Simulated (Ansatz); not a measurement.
Cl₂FHOZr···H₂

The calculation's input:

```
crystal:
  periodic: [false, false, false]
  atoms:
    - { symbol: Zr, position_ang: [0.006409, -0.613642, -0.578563] }
    - { symbol: Cl, position_ang: [0.796022, 0.42596, 2.900797] }
    - { symbol: F, position_ang: [1.781155, 0.009383, -0.802849] }
    - { symbol: O, position_ang: [-1.254891, 0.735662, -0.209737] }
    - { symbol: H, position_ang: [-1.766988, 1.530511, -0.052699] }
    - { symbol: Cl, position_ang: [-0.688668, -1.940411, -2.386036] }
    - { symbol: H, position_ang: [-0.041488, -1.742189, 0.891726] }
    - { symbol: H, position_ang: [0.404949, -0.748973, 2.396161] }
basis:
  gaussian: { orbitals: def2-SVP }
hamiltonian:
  xc: pbe0
  dispersion: d4
relax:
  f_tol: 0.03
  max_steps: 50
output:
  orbitals: {}
```

Run with:

```sh
ansatz run input.yaml --threads 2 --pin off --max-ram 3072MiB --backend cpu --events-out ev --progress --plain --runs-dir out
```

The fields are those of the relaxed geometry.

Core potentials replace the inner electrons of Zr.

Theory: Ansatz, RKS PBE0-D4/def2-SVP.

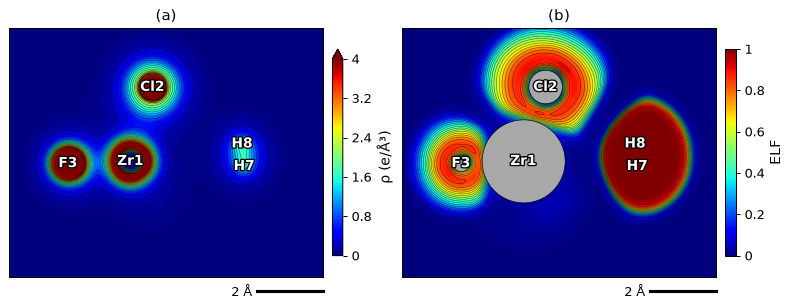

Figure 1. (a) electron density; (b) ELF on the plane of atoms Cl2, Zr1 and F3. Grey discs cover the atomic cores in the ELF map.

**What do the fields say about this system?**

The section cuts through Zr, Cl, F and H sites. Zr1···H8 (3.44 Å): the density falls to about 0.02 e/Å³ on the way; the ELF dips to about 0 between them (a weak contact between the two molecules). Zr–F (1.89 Å): the density is about 0.95 e/Å³ at the midpoint; the ELF peaks at about 0.85 in the valence shell of F, 0.5 Å from its nucleus, and drops to about 0.20 between the two atoms. Zr–Cl (2.35 Å): ρ is about 0.57 e/Å³ halfway; the ELF peaks at about 0.85 in the valence shell of Cl, 0.8 Å from its nucleus, and is about 0.30 at the midpoint. H–H (0.76 Å): ρ at the midpoint is about 1.7 e/Å³; the ELF peaks at about 1 between the atoms.

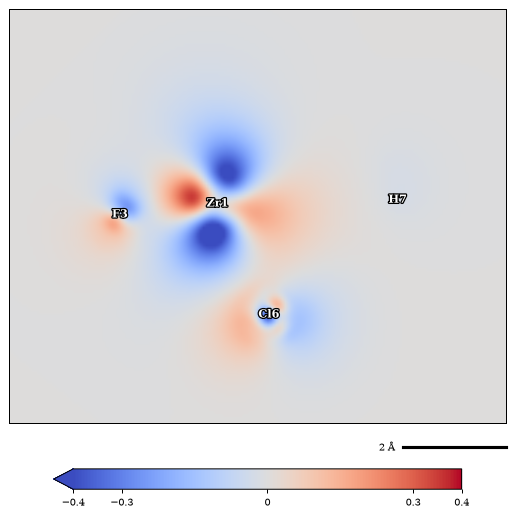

Figure 2. The LUMO on the plane of atoms F3, Zr1 and Cl6 (values in Å⁻³ᐟ²; the overall sign is arbitrary).

**Where does this orbital lie, and at what energy?**

It lies mainly on Zr1 (about 70 %), Cl6 (about 10 %) and Cl2 (about 10 %). Its energy is −1.54 eV.

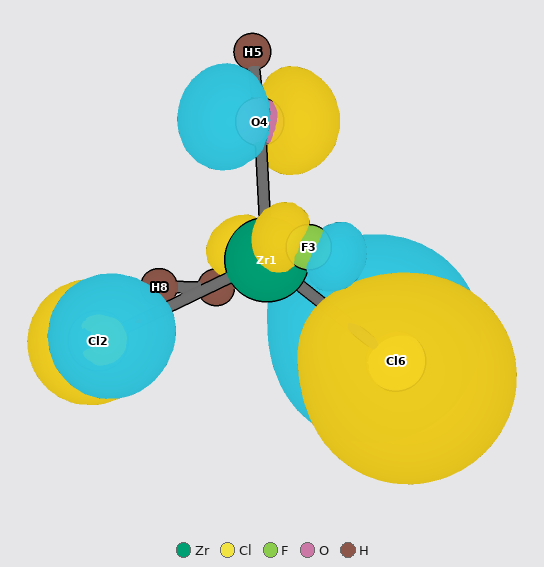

Figure 3. The HOMO−1 at ±0.08 Å⁻³ᐟ² (yellow and cyan are the two phases), seen at an oblique angle.

**What is the character of this orbital?**

Its weight (Hirshfeld) is mainly on Cl6 (about 75 %), Cl2 (about 5 %) and O4 (about 5 %); largely a lone pair of Cl6. Its energy is −9.45 eV.
